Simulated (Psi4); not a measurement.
# TPSS/def2-SVP run of [CSO3F3]− (trifluoromethanesulfonate)

What is the vertical ionisation energy of [CSO3F3]− (trifluoromethanesulfonate) at TPSS/def2-SVP? 

The calculation is run with Psi4 1.11.

3 further runs of the same task are left out: 3 that didn't finish.

## Step 1: The molecule

[CSO3F3]−: 8 atoms, total charge -1, spin state singlet. As SMILES, `[O-]S(=O)(=O)C(F)(F)F`. The shape is that of a PBE0-D4/def2-TZVPD optimisation.

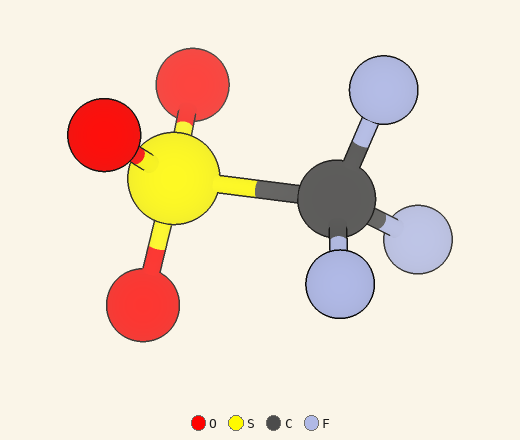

The structure, seen from a chosen angle (oxygen red, sulfur yellow, carbon dark grey, fluorine light blue).

## Step 2: The energy at TPSS/def2-SVP

cf3o3s.xyz

```xyz
8
CF3O3S
O     -0.452120    -1.793850     0.534600
S      0.514500    -0.855220     0.007850
O      1.622110    -0.542800     0.884460
O      0.853150    -1.026290    -1.388190
C     -0.440870     0.732840    -0.006730
F     -0.854330     1.079580     1.221330
F      0.292430     1.753940    -0.474640
F     -1.534870     0.651830    -0.778680
```

cf3o3s.py

```python
import psi4

psi4.set_memory('2200 MB')
psi4.set_num_threads(1)
psi4.core.set_output_file('cf3o3s.out', False)

with open('cf3o3s.xyz') as f:
    atoms = ''.join(f.readlines()[2:])
m = psi4.geometry('-1 1\n' + atoms + 'symmetry c1')

psi4.set_options({
    'basis': 'def2-SVP',
    'puream': True,
    'e_convergence': 1e-09,
    'd_convergence': 1e-08,
    'scf_type': 'pk',
    'dft_radial_points': 99,
    'dft_spherical_points': 590,
})

result, w = psi4.energy("tpss", molecule=m, return_wfn=True)
psi4.oeprop(w, "DIPOLE", "QUADRUPOLE", "MAYER_INDICES", title="TPSS")
print(f'total energy {result:.8f} hartree = {result * 27.211386:.5f} eV')
```

Command:

```bash
$ python cf3o3s.py
```

cf3o3s.out (excerpt; [...] marks lines left out):

```text
[...]
  Running in c1 symmetry.
[...]
  Nuclear repulsion =  555.370021778111777
[...]
  Multiplicity = 1
[...]
  Nalpha       = 37
  Nbeta        = 37
[...]
    Number of basis functions: 116
[...]
   @RKS iter   1:  -960.52954491936282    7.59139e-01   1.00570e-02 DIIS/ADIIS
[...]
   @RKS iter  12:  -961.01282930891057   -2.14868e-11   2.77852e-09 DIIS
[...]
    Orbital Energies [Eh]
    ---------------------
    Doubly Occupied:
       1A    -88.354095     2A    -24.284730     3A    -24.284651
       4A    -24.284650     5A    -18.669216     6A    -18.669145
       7A    -18.669144     8A    -10.051059     9A     -7.721644
      10A     -5.706821    11A     -5.706705    12A     -5.706705
      13A     -1.054669    14A     -0.964462    15A     -0.964461
      16A     -0.855453    17A     -0.715192    18A     -0.715189
      19A     -0.485174    20A     -0.400656    21A     -0.370686
      22A     -0.370685    23A     -0.286517    24A     -0.248952
      25A     -0.248951    26A     -0.223257    27A     -0.216543
      28A     -0.216541    29A     -0.201769    30A     -0.201769
      31A     -0.188243    32A     -0.101410    33A     -0.101409
      34A     -0.072067    35A     -0.072066    36A     -0.063847
[...]
  @RKS Final Energy:  -961.01282930891057
   => Energetics <=
    Nuclear Repulsion Energy =            555.3700217781117772
    One-Electron Energy =               -2449.1538210727567275
    Two-Electron Energy =                1021.6409922855389141
    DFT Exchange-Correlation Energy =     -88.8700222998045462
    Empirical Dispersion Energy =           0.0000000000000000
    VV10 Nonlocal Energy =                  0.0000000000000000
    Total Energy =                       -961.0128293089105682
[...]
 Multipole Moments:
 ------------------------------------------------------------------------------------
     Multipole            Electronic (a.u.)      Nuclear  (a.u.)        Total (a.u.)
 ------------------------------------------------------------------------------------
 L = 1.  Multiply by 2.5417464519 to convert [e a0] to [Debye]
 Dipole X            :         -2.8798407            2.0702788           -0.8095620
 Dipole Y            :          4.7869640           -3.4413043            1.3456597
 Dipole Z            :         -0.0439318            0.0315862           -0.0123456
 Magnitude           :                                                    1.5704595
 L = 2.  Multiply by 1.3450342976 to convert [e a0^2] to [Debye ang]
 Quadrupole XX       :       -265.6151519          222.6625193          -42.9526326
 Quadrupole XY       :        104.2446858         -103.7879740            0.4567118
[...]
```

On the terminal:

```text
total energy -961.01282931 hartree = -26150.49105 eV
```

Wall time 1.9 min (1 thread of AMD EPYC 7R43 (Zen 3), shared host); peak memory 0.76 GiB.

## Step 3: Doublet neutral CSO3F3 at the same level

cf3o3s.xyz is that of step 2.

run_ase.py

```python
import numpy as np
from ase.calculators.psi4 import Psi4
from ase.io import read

mol = read('cf3o3s.xyz')
calc = Psi4(atoms=mol, method='tpss', basis='def2-SVP', memory='2200MB', num_threads=1, charge=0, multiplicity=2, label='psi4-calc', reference='uks')
calc.psi4.set_options({'puream': True, 'e_convergence': 1e-09, 'd_convergence': 1e-08, 'scf_type': 'pk', 'dft_radial_points': 99, 'dft_spherical_points': 590, 'maxiter': 100})
mol.calc = calc

print(f'energy: {mol.get_potential_energy():.6f} eV')
```

Command:

```bash
$ python run_ase.py
```

psi4-calc.dat (excerpt; [...] marks lines left out):

```text
[...]
  Running in c1 symmetry.
[...]
  Nuclear repulsion =  555.370021778111777
[...]
  Multiplicity = 2
[...]
  Nalpha       = 37
  Nbeta        = 36
[...]
    Number of basis functions: 116
[...]
   @UKS iter   1:  -960.37799847891984    9.10685e-01   9.39615e-03 ADIIS/DIIS
[...]
   @UKS iter  15:  -960.85497847964382   -6.93490e-12   6.48665e-09 DIIS
[...]
   @S^2 Observed:                7.559432415E-01
[...]
  @UKS Final Energy:  -960.85497847964382
   => Energetics <=
    Nuclear Repulsion Energy =            555.3700217781117772
    One-Electron Energy =               -2431.0415214619570179
    Two-Electron Energy =                1003.2440656120243148
    DFT Exchange-Correlation Energy =     -88.4275444078229356
    Empirical Dispersion Energy =           0.0000000000000000
    VV10 Nonlocal Energy =                  0.0000000000000000
    Total Energy =                       -960.8549784796438189
[...]
 Multipole Moments:
 ------------------------------------------------------------------------------------
     Multipole            Electronic (a.u.)      Nuclear  (a.u.)        Total (a.u.)
 ------------------------------------------------------------------------------------
 L = 1.  Multiply by 2.5417464519 to convert [e a0] to [Debye]
 Dipole X            :         -2.0429450            2.0702788            0.0273337
 Dipole Y            :          3.3958567           -3.4413043           -0.0454476
 Dipole Z            :         -0.0311763            0.0315862            0.0004099
 Magnitude           :                                                    0.0530357
[...]
```

Standard output:

```text
energy: -26146.195733 eV
```

It took 3.7 min on 1 thread of AMD EPYC 7R43 (Zen 3), shared host; peak memory 0.77 GiB.

## Step 4: Outcome

At TPSS/def2-SVP:

| quantity | value |
| --- | --- |
| singlet [CSO3F3]−: total energy | -961.01283 Eh |
| singlet [CSO3F3]−: HOMO energy | -0.58 eV |
| singlet [CSO3F3]−: LUMO energy | 7.20 eV |
| singlet [CSO3F3]−: HOMO–LUMO gap (to an unbound level, set by the basis) | 7.77 eV |
| doublet neutral CSO3F3: total energy | -960.85498 Eh |
| doublet neutral CSO3F3: dipole moment | 0.13 D |
| doublet neutral CSO3F3: HOMO energy (highest over α and β) | -8.69 eV |
| doublet neutral CSO3F3: LUMO energy (lowest over α and β) | -7.99 eV |
| doublet neutral CSO3F3: ⟨S²⟩ | 0.756 |
| vertical detachment energy (to the doublet neutral) | 4.295 eV |

**Reading.** The vertical ionisation energy comes to 4.30 eV (414 kJ/mol). The negative HOMO energy of the first species, 0.58 eV, lies 3.72 eV below that difference.
